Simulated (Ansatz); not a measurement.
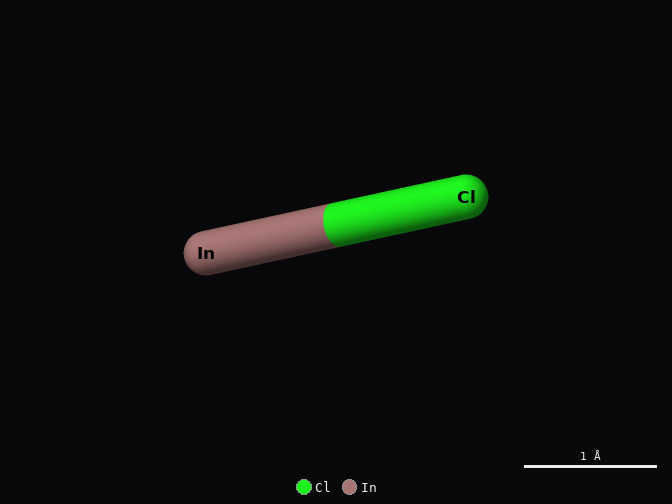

The picture shows the input geometry.

Input file:

```yaml
crystal:
  periodic: [false, false, false]
  atoms:
    - {symbol: Cl, position_ang: [-0.000000, -0.000000, -0.013880]}
    - {symbol: In, position_ang: [0.000000, 0.000000, 2.399540]}
basis:
  gaussian: {orbitals: def2-TZVP}
hamiltonian: {xc: {name: B2GP-PLYP}}
output: {forces: true}
```

It was started with:

```sh
ansatz run in.yaml --threads 2 --pin off --events-out ev --progress --plain --max-ram 32768MiB --backend cpu
```

Result:

```
Functional definition: B2GP-PLYP
  name "B2GP-PLYP"
  cite "Karton, Tarnopolsky, Lamère, Schatz & Martin, J. Phys. Chem. A 112, 12868 (2008) doi:10.1021/jp801805p"
  cite "Becke, Phys. Rev. A 38, 3098 (1988) doi:10.1103/PhysRevA.38.3098"
  cite "Lee, Yang & Parr, Phys. Rev. B 37, 785 (1988) doi:10.1103/PhysRevB.37.785"
  parameter a = 0.65
  parameter c = 0.36
  exchange = (1 - a)*b88_x + a*exact_x
  correlation = (1 - c)*lyp_c + c*(mp2_os + mp2_ss)
701 factors; integrals over basis functions are off by at most 1.3e-3 eV
mean field evaluation 1: about -17680.8677 eV, gradient 1.7e1 eV
mean field evaluation 2: about -17680.9094 eV, gradient 1.7e1 eV
mean field evaluation 4: about -17681.9438 eV, gradient 1.0e0 eV
mean field evaluation 8: about -17681.9519 eV, gradient 1.3e-1 eV
mean field evaluation 16: about -17681.9520 eV, gradient 4.9e-5 eV
mean field -17681.95199508 eV, -649.7997505617 hartree, gradient 3.9e-6 eV, S^2 0.000000; 0 other end points of the search recorded, 0 dependent functions left out
9 core orbitals not correlated: weight in the atoms' cores, before any rotation towards them, 1.000 or more for the frozen orbitals, at most 0.000 for the correlated occupied ones
reference -17681.95208670 eV, -649.7997539285 hartree; 10, 10 occupied and 68, 68 virtual orbitals, 701 factors
second order -14.07903042 eV of doubles, -0.00000000 eV of singles
the calculation of the forces begins
Total energy: -17687.02053765 eV, -649.9860160654 hartree
Atom 0 at    -0.000000    -0.000000    -0.013880 Å, force     0.000000    -0.000000    -0.014936 eV/Å
Atom 1 at     0.000000     0.000000     2.399540 Å, force    -0.000000    -0.000000     0.014936 eV/Å
Dipole moment:     0.000000    -0.000000     0.746277 e Å
```

Self-consistency was reached.
